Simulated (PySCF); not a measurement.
## Two runs on C2H5NSi

System: C2H5NSi.
Method of the first run: TDDFT PBE0/6-31G*, vertical, gas phase, core orbitals frozen in the response (PySCF 2.14.0).

The geometry comes from this level: PBE0-D3(BJ)/def2-SVP. Text and figures count atoms from 1; the logs count them from 0 in places.

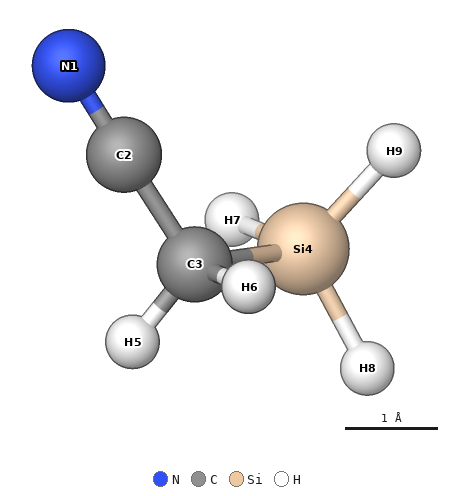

Fig. 1: The structure as given in the input (ball-and-stick view, seen at a tilt; atoms are numbered from 1 in the order of the input). Bond lengths as drawn: C–C 1.45 Å, C–H 1.10 Å, C–N 1.16 Å, C–Si 1.91 Å and H–Si 1.49 Å.

### Input, the first run
```
{"job": {"kind": "uv", "xc": "PBE0", "basis": "6-31G*"}, "charge": 0, "multiplicity": 1}
N     -1.404674     1.678507     1.193011
C     -0.993975     0.695450     0.738885
C     -0.444147    -0.512921     0.160381
Si     1.369797    -0.308213    -0.396218
H     -1.052815    -0.816273    -0.707157
H     -0.497949    -1.331351     0.897049
H      1.458888     0.790151    -1.398965
H      1.799631    -1.599768    -1.008139
H      2.220043     0.002623     0.787228
```

The first line tells a small driver script what to run in PySCF; the rest is the geometry in Å.

Command:
```bash
OMP_NUM_THREADS=1 python <driver script> task.json out
```

Hardware: 1 CPU thread, shared host.

### Output (the first run)
```
coarse grid: 7960 points
cycle   1  E = -423.1308076444  dE =  2.084e-01  |g| = 4.097e-01  |ddm| = 2.824e+00
cycle   2  E = -422.9902354209  dE =  1.406e-01  |g| = 8.918e-01  |ddm| = 1.214e+00
cycle   3  E = -423.1740770652  dE = -1.838e-01  |g| = 8.398e-02  |ddm| = 7.987e-01
cycle   4  E = -423.1758033886  dE = -1.726e-03  |g| = 2.758e-02  |ddm| = 1.054e-01
cycle   5  E = -423.1759906301  dE = -1.872e-04  |g| = 5.530e-03  |ddm| = 2.874e-02
cycle   6  E = -423.1759987313  dE = -8.101e-06  |g| = 8.470e-04  |ddm| = 5.989e-03
final grid: 72200 points
cycle   7  E = -423.1346448649  dE = -1.016e-05  |g| = 4.221e-03  |ddm| = 1.194e-02
cycle   8  E = -423.1346441656  dE =  6.993e-07  |g| = 4.626e-03  |ddm| = 8.353e-03
cycle   9  E = -423.1346496255  dE = -5.460e-06  |g| = 9.340e-04  |ddm| = 4.251e-03
cycle  10  E = -423.1346498132  dE = -1.878e-07  |g| = 2.312e-04  |ddm| = 8.904e-04
cycle  11  E = -423.1346498247  dE = -1.146e-08  |g| = 4.219e-05  |ddm| = 1.835e-04
cycle  12  E = -423.1346498252  dE = -4.784e-10  |g| = 6.770e-06  |ddm| = 4.812e-05
converged SCF energy = -423.1346498252

Static polarisability (au): isotropic 44.782, principal 36.423 39.390 58.533

Singlet excitations
state   eV       nm        f      main configurations
  1   7.5610    164.0   0.00060   H->L+2 0.69, H-1->L+1 0.12
  2   7.9024    156.9   0.07900   H->L 0.49, H-1->L+2 0.26, H->L+1 0.18
  3   7.9986    155.0   0.00280   H-1->L+1 0.38, H-1->L 0.33, H->L+2 0.18
  4   8.1832    151.5   0.02593   H->L 0.46, H->L+1 0.39, H-1->L+2 0.10
  5   8.6011    144.1   0.00001   H-1->L 0.58, H-1->L+1 0.36
  6   9.0216    137.4   0.00152   H-2->L 0.55, H-4->L 0.33
  7   9.0543    136.9   0.00169   H-3->L 0.75, H->L+3 0.19
  8   9.2830    133.6   0.00154   H->L+3 0.73, H-3->L 0.17
  9   9.3156    133.1   0.00491   H-4->L 0.35, H-2->L+1 0.27, H-2->L 0.18
 10   9.3266    132.9   0.02369   H->L+4 0.59, H-4->L 0.12, H->L+1 0.10

Triplet excitations (Tamm-Dancoff, eV): 6.1869 6.7678 6.7716 7.6322
```

The input of the second run differs as follows (lines with − go, lines with + come):
```diff
-"basis": "6-31G*"
+"basis": "def2-TZVPD"
```

Predict how the results change.

The total energy of the second run is 51.7 kcal/mol lower, which measures the change of basis and not a stability. The HOMO goes from −8.72 to −8.94 eV. The LUMO goes from 0.43 to −0.34 eV. The dipole moment goes from 3.89 to 4.07 D. The lowest excitation goes from 7.56 to 7.34 eV. The strongest computed line goes from 7.90 to 8.78 eV. Diffuse functions give room to the loosely bound empty orbitals, which lowers the LUMO. The SCF takes 13 iterations against 12. The basis functions go from 70 to 199.

### Output (the second run)
```
coarse grid: 7960 points
cycle   1  E = -423.1788161102  dE =  1.914e-01  |g| = 4.265e-01  |ddm| = 2.814e+00
cycle   2  E = -423.0337999824  dE =  1.450e-01  |g| = 9.178e-01  |ddm| = 1.301e+00
cycle   3  E = -423.2219352367  dE = -1.881e-01  |g| = 9.689e-02  |ddm| = 6.893e-01
cycle   4  E = -423.2238780552  dE = -1.943e-03  |g| = 3.395e-02  |ddm| = 1.128e-01
cycle   5  E = -423.2241582789  dE = -2.802e-04  |g| = 5.165e-03  |ddm| = 3.149e-02
cycle   6  E = -423.2241640101  dE = -5.731e-06  |g| = 1.575e-03  |ddm| = 5.997e-03
final grid: 72200 points
cycle   7  E = -423.2170465791  dE = -2.220e-05  |g| = 4.743e-03  |ddm| = 1.124e-01
cycle   8  E = -423.2170452878  dE =  1.291e-06  |g| = 5.209e-03  |ddm| = 8.357e-03
cycle   9  E = -423.2170517989  dE = -6.511e-06  |g| = 3.045e-04  |ddm| = 3.935e-03
cycle  10  E = -423.2170518023  dE = -3.335e-09  |g| = 2.974e-04  |ddm| = 4.880e-04
cycle  11  E = -423.2170518199  dE = -1.763e-08  |g| = 8.163e-05  |ddm| = 2.177e-04
cycle  12  E = -423.2170518213  dE = -1.430e-09  |g| = 1.315e-05  |ddm| = 6.276e-05
cycle  13  E = -423.2170518214  dE = -4.650e-11  |g| = 1.497e-06  |ddm| = 1.939e-05
converged SCF energy = -423.2170518214

Static polarisability (au): isotropic 56.893, principal 47.635 51.898 71.146

Singlet excitations
state   eV       nm        f      main configurations
  1   7.3446    168.8   0.00096   H->L+2 0.70, H->L+4 0.09
  2   7.4590    166.2   0.00868   H->L 0.97
  3   7.6867    161.3   0.06358   H->L+1 0.46, H-1->L+2 0.27, H->L+3 0.12
  4   7.7977    159.0   0.00103   H-1->L+1 0.56, H-1->L+3 0.16, H->L+2 0.10
  5   7.9472    156.0   0.00374   H-1->L 0.97
  6   8.3423    148.6   0.03344   H->L+3 0.71, H->L+1 0.22
  7   8.5269    145.4   0.00439   H-3->L 0.72, H-2->L 0.09
  8   8.5344    145.3   0.00310   H-2->L 0.69, H-4->L 0.09, H-3->L 0.09
  9   8.7124    142.3   0.00531   H->L+4 0.62, H->L+2 0.12, H-3->L 0.10
 10   8.7754    141.3   0.12098   H->L+5 0.35, H->L+1 0.20, H-1->L+2 0.14

Triplet excitations (Tamm-Dancoff, eV): 6.1195 6.6368 6.6583 7.1697
```

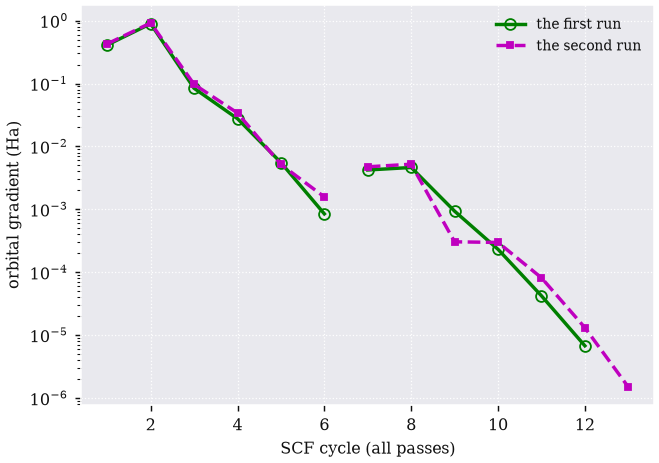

Fig. 2: Convergence of the two runs: orbital gradient against the SCF cycle. A break in a curve parts two SCF passes (coarse and final grid). The first run takes 12 cycles in all, and the second run takes 13.

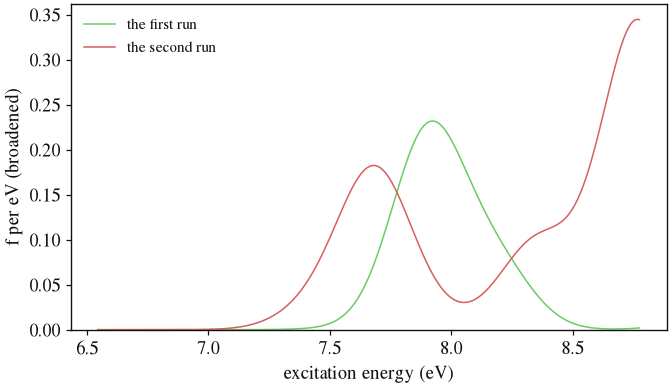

Fig. 3: Absorption of the two runs from their computed states, each broadened by a Gaussian of 0.35 eV full width; the range ends where the shorter list of states ends.

### The two runs side by side

| quantity | the first run | the second run |
| --- | --- | --- |
| outcome | converged | converged |
| total energy (hartree) | −423.134650 | −423.217052 |
| HOMO (eV) | −8.72 | −8.94 |
| LUMO (eV) | 0.43 | −0.34 |
| dipole moment (D) | 3.89 | 4.07 |
| lowest excitation (eV) | 7.56 | 7.34 |
| SCF iterations | 12 | 13 |
| strongest computed line (eV) | 7.90 | 8.78 |
| basis functions | 70 | 199 |
| wall time (shared host) | 4.8 s | 19 s |
